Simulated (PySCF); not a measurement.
**BH2 (boron dihydride) at U-wB97X-V/cc-pVDZ**

What is the vertical doublet–quartet gap of BH2 (boron dihydride) at U-wB97X-V/cc-pVDZ? 

Program for the calculation: PySCF 2.14.0.

7 further runs of the same task are left out: 7 set aside as unsound or not needed.

### 1 Starting point

The species is BH2 (3 atoms), meant as a doublet with charge 0. SMILES: `[BH2]`. The shape is that of a GFN2-xTB optimisation.

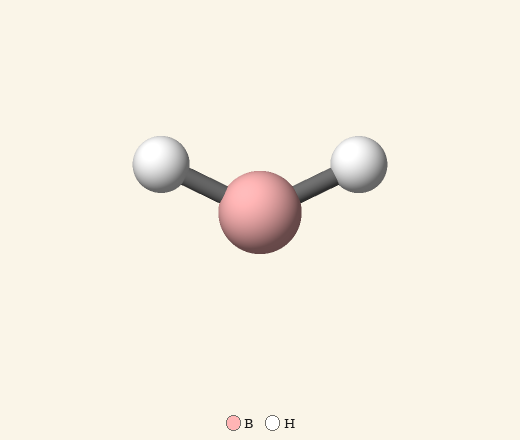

Viewed from a chosen angle; boron pink, hydrogen white.

### 2 A single-point energy at U-wB97X-V/cc-pVDZ

Input file input.xyz:

```xyz
3

B      0.262840    -0.166230     0.128640
H      0.280020     0.985320     0.260980
H     -0.542860    -0.819090    -0.389630
```

Input file calc.py:

```python
# [BH2]
from pyscf import gto, dft

mol = gto.Mole()
mol.atom = 'input.xyz'
mol.basis = 'cc-pvdz'
mol.verbose = 4
mol.spin = 1
mol.charge = 0
mol.max_memory = 1860
mol.build()

myscf = dft.UKS(mol)
myscf.xc = 'wb97x-v'
myscf.conv_tol = 1e-10
myscf.nlcgrids.level = 1
myscf.grids.level = 5
myscf.kernel()
if not myscf.converged:
    myscf = myscf.newton().run(myscf.mo_coeff, myscf.mo_occ)

e_tot = myscf.e_tot
print('E(%s) = %.9f' % ('WB97X-V', e_tot))
```

On the command line:

```
OMP_NUM_THREADS=1 python calc.py
```

Log:

```text
PySCF version 2.14.0

[INPUT] num. atoms = 3
[INPUT] num. electrons = 7
[INPUT] charge = 0
[INPUT] spin (= nelec alpha-beta = 2S) = 1
[INPUT] symmetry False subgroup None
[INPUT] Mole.unit = angstrom
[INPUT] Symbol           X                Y                Z      unit          X                Y                Z       unit  Magmom
[INPUT]  1 B      0.262840000000  -0.166230000000   0.128640000000 AA    0.496695614581  -0.314129173686   0.243094368664 Bohr   0.0
[INPUT]  2 H      0.280020000000   0.985320000000   0.260980000000 AA    0.529161109401   1.861984945056   0.493180723989 Bohr   0.0
[INPUT]  3 H     -0.542860000000  -0.819090000000  -0.389630000000 AA   -1.025856723981  -1.547855771370  -0.736293989914 Bohr   0.0

nuclear repulsion = 4.81824384906663
number of shells = 11
number of NR pGTOs = 40
number of NR cGTOs = 24
basis = cc-pvdz
ecp = {}

******** <class 'pyscf.dft.uks.UKS'> ********
method = UKS
initial guess = minao
damping factor = 0
level_shift factor = 0
DIIS = <class 'pyscf.scf.diis.CDIIS'>
diis_start_cycle = 1
diis_space = 8
diis_damp = 0
SCF conv_tol = 1e-10
SCF conv_tol_grad = None
SCF max_cycles = 50
direct_scf = True
direct_scf_tol = 1e-13
number electrons alpha = 4  beta = 3
XC library pyscf.dft.libxc version 7.0.0
    S. Lehtola, C. Steigemann, M. J.T. Oliveira, and M. A.L. Marques.,  SoftwareX 7, 1–5 (2018)
XC functionals = wb97x-v
    N. Mardirossian and M. Head-Gordon.,  Phys. Chem. Chem. Phys. 16, 9904-9924 (2014)
radial grids:
    Treutler-Ahlrichs [JCP 102, 346 (1995); DOI:10.1063/1.469408] (M4) radial grids

becke partition: Becke, JCP 88, 2547 (1988); DOI:10.1063/1.454033
pruning grids: <function nwchem_prune>
grids dens level: 5
symmetrized grids: False
atomic radii adjust function: <function treutler_atomic_radii_adjust>
** Following is NLC and NLC Grids **
NLC functional = wb97x-v
radial grids:
    Treutler-Ahlrichs [JCP 102, 346 (1995); DOI:10.1063/1.469408] (M4) radial grids

becke partition: Becke, JCP 88, 2547 (1988); DOI:10.1063/1.454033
pruning grids: <function nwchem_prune>
grids dens level: 1
symmetrized grids: False
atomic radii adjust function: <function treutler_atomic_radii_adjust>
small_rho_cutoff = 0
Set gradient conv threshold to 1e-05
tot grids = 90240
tot grids = 10128
init E= -25.7561618741404
[... the frontier-level lines of each cycle are left out ...]

cycle= 1 E= -25.9059934861585  delta_E= -0.15  |g|= 0.0907  |ddm|= 0.982
cycle= 2 E= -25.9156452963794  delta_E= -0.00965  |g|= 0.0259  |ddm|= 0.176
cycle= 3 E= -25.916667498893  delta_E= -0.00102  |g|= 0.00892  |ddm|= 0.0509
cycle= 4 E= -25.9168324551171  delta_E= -0.000165  |g|= 0.0022  |ddm|= 0.0296
cycle= 5 E= -25.9168429983284  delta_E= -1.05e-05  |g|= 0.000411  |ddm|= 0.00831
cycle= 6 E= -25.9168433082992  delta_E= -3.1e-07  |g|= 8.5e-05  |ddm|= 0.00146
cycle= 7 E= -25.9168433210338  delta_E= -1.27e-08  |g|= 1.61e-05  |ddm|= 0.000293
cycle= 8 E= -25.9168433214987  delta_E= -4.65e-10  |g|= 3.11e-06  |ddm|= 4.28e-05
cycle= 9 E= -25.9168433215175  delta_E= -1.88e-11  |g|= 5.49e-07  |ddm|= 1.2e-05
Extra cycle  E= -25.9168433215182  delta_E= -6.82e-13  |g|= 2.44e-07  |ddm|= 2.78e-06
converged SCF energy = -25.9168433215182  <S^2> = 0.75097621  2S+1 = 2.000976
E(WB97X-V) = -25.916843322
```

It took 10 s on 1 thread of Arm Neoverse N1, shared host; peak memory 0.19 GiB.

### 3 The quartet at the same level

input.xyz is that of step 2.

Input file input.py:

```python
from pyscf import gto, dft

system = gto.M(
    atom='input.xyz',
    spin=3,
    max_memory=1860,
    basis='cc-pvdz',
    verbose=4,
)

mf = dft.UKS(system)
mf.xc = 'wb97x-v'
mf.grids.level = 5
mf.conv_tol = 1e-10
mf.nlcgrids.level = 1
mf.kernel()
if not mf.converged:
    mf = mf.newton().run(mf.mo_coeff, mf.mo_occ)

energy = mf.e_tot
print(f'total energy: {energy:.8f} hartree')
```

On the command line:

```
OMP_NUM_THREADS=1 python input.py
```

Log:

```text
PySCF version 2.14.0

[INPUT] num. atoms = 3
[INPUT] num. electrons = 7
[INPUT] charge = 0
[INPUT] spin (= nelec alpha-beta = 2S) = 3
[INPUT] symmetry False subgroup None
[INPUT] Mole.unit = angstrom
[INPUT] Symbol           X                Y                Z      unit          X                Y                Z       unit  Magmom
[INPUT]  1 B      0.262840000000  -0.166230000000   0.128640000000 AA    0.496695614581  -0.314129173686   0.243094368664 Bohr   0.0
[INPUT]  2 H      0.280020000000   0.985320000000   0.260980000000 AA    0.529161109401   1.861984945056   0.493180723989 Bohr   0.0
[INPUT]  3 H     -0.542860000000  -0.819090000000  -0.389630000000 AA   -1.025856723981  -1.547855771370  -0.736293989914 Bohr   0.0

nuclear repulsion = 4.81824384906663
number of shells = 11
number of NR pGTOs = 40
number of NR cGTOs = 24
basis = cc-pvdz
ecp = {}

******** <class 'pyscf.dft.uks.UKS'> ********
method = UKS
initial guess = minao
damping factor = 0
level_shift factor = 0
DIIS = <class 'pyscf.scf.diis.CDIIS'>
diis_start_cycle = 1
diis_space = 8
diis_damp = 0
SCF conv_tol = 1e-10
SCF conv_tol_grad = None
SCF max_cycles = 50
direct_scf = True
direct_scf_tol = 1e-13
number electrons alpha = 5  beta = 2
XC library pyscf.dft.libxc version 7.0.0
    S. Lehtola, C. Steigemann, M. J.T. Oliveira, and M. A.L. Marques.,  SoftwareX 7, 1–5 (2018)
XC functionals = wb97x-v
    N. Mardirossian and M. Head-Gordon.,  Phys. Chem. Chem. Phys. 16, 9904-9924 (2014)
radial grids:
    Treutler-Ahlrichs [JCP 102, 346 (1995); DOI:10.1063/1.469408] (M4) radial grids

becke partition: Becke, JCP 88, 2547 (1988); DOI:10.1063/1.454033
pruning grids: <function nwchem_prune>
grids dens level: 5
symmetrized grids: False
atomic radii adjust function: <function treutler_atomic_radii_adjust>
** Following is NLC and NLC Grids **
NLC functional = wb97x-v
radial grids:
    Treutler-Ahlrichs [JCP 102, 346 (1995); DOI:10.1063/1.469408] (M4) radial grids

becke partition: Becke, JCP 88, 2547 (1988); DOI:10.1063/1.454033
pruning grids: <function nwchem_prune>
grids dens level: 1
symmetrized grids: False
atomic radii adjust function: <function treutler_atomic_radii_adjust>
small_rho_cutoff = 0
Set gradient conv threshold to 1e-05
tot grids = 90240
tot grids = 10128
init E= -25.7561618741404
[... the frontier-level lines of each cycle are left out ...]


cycle= 1 E= -25.6894315259083  delta_E= 0.0667  |g|= 0.118  |ddm|= 1.12
cycle= 2 E= -25.7072295523102  delta_E= -0.0178  |g|= 0.0294  |ddm|= 0.177
cycle= 3 E= -25.7086211692193  delta_E= -0.00139  |g|= 0.00947  |ddm|= 0.0434
cycle= 4 E= -25.708822895141  delta_E= -0.000202  |g|= 0.00218  |ddm|= 0.0196
cycle= 5 E= -25.7088342162593  delta_E= -1.13e-05  |g|= 0.000483  |ddm|= 0.00497
cycle= 6 E= -25.7088347227149  delta_E= -5.06e-07  |g|= 0.000108  |ddm|= 0.00176
cycle= 7 E= -25.7088347522098  delta_E= -2.95e-08  |g|= 2.8e-05  |ddm|= 0.00066
cycle= 8 E= -25.7088347542982  delta_E= -2.09e-09  |g|= 5.94e-06  |ddm|= 0.000237
cycle= 9 E= -25.7088347543944  delta_E= -9.62e-11  |g|= 8.06e-07  |ddm|= 5.72e-05
Extra cycle  E= -25.7088347543957  delta_E= -1.26e-12  |g|= 3.47e-07  |ddm|= 3.88e-06
converged SCF energy = -25.7088347543957  <S^2> = 3.7523444  2S+1 = 4.001172
total energy: -25.70883475 hartree
```

It took 10 s on 1 thread of Arm Neoverse N1, shared host; peak memory 0.19 GiB.

### 4 Summary of results

At U-wB97X-V/cc-pVDZ:

```
                                        quantity         value
                           doublet: total energy  -25.91684 Eh
                          doublet: dipole moment        0.52 D
     doublet: HOMO energy (highest over α and β)      -8.37 eV
      doublet: LUMO energy (lowest over α and β)       0.27 eV
                                   doublet: ⟨S²⟩         0.751
                           quartet: total energy  -25.70883 Eh
                          quartet: dipole moment        1.41 D
     quartet: HOMO energy (highest over α and β)      -7.58 eV
      quartet: LUMO energy (lowest over α and β)      -5.63 eV
                                   quartet: ⟨S²⟩         3.752
vertical energy of the quartet above the doublet      5.660 eV
```

**Reading.** At this shape the quartet lies 5.66 eV (131 kcal/mol) above the doublet. Mulliken charges (quartet) run from -0.38 on B1 to +0.19 on H3.
